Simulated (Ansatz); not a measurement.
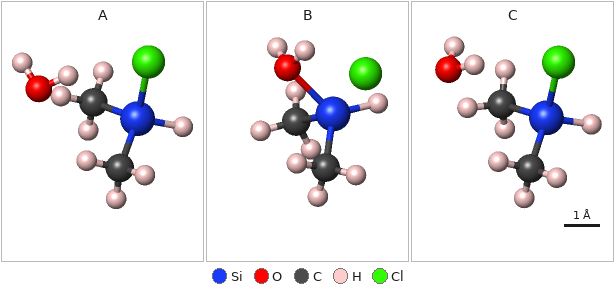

3 geometries from a converged minimum-energy path of C$_{2}$H$_{9}$ClOSi, shuffled. A ball-and-stick model, seen from a free direction.

The calculation used RKS r2SCAN-D4/6-31G* (Ansatz 0.2.0). Set-up: 5 movable images; climbing image; force threshold 0.05 eV/Å; iteration limit 60; starting path through a guess of the saddle point.

> Which of them lies highest in energy?

B. In order along the path, whose images run from 0 to 6: B (image 3, +0.98 eV), C (image 5, +0.02 eV), A (image 6, −0.03 eV). Breaking: Cl–H (1.33 → 2.53 Å), O–Si (1.70 → 3.54 Å). Forming: H–O (1.71 → 0.97 Å), Cl–Si (4.10 → 2.11 Å).

The run took 3.8 min on 2 threads of AMD EPYC 9R14 (Zen 4) (shared host), peak memory 0.2 GiB.
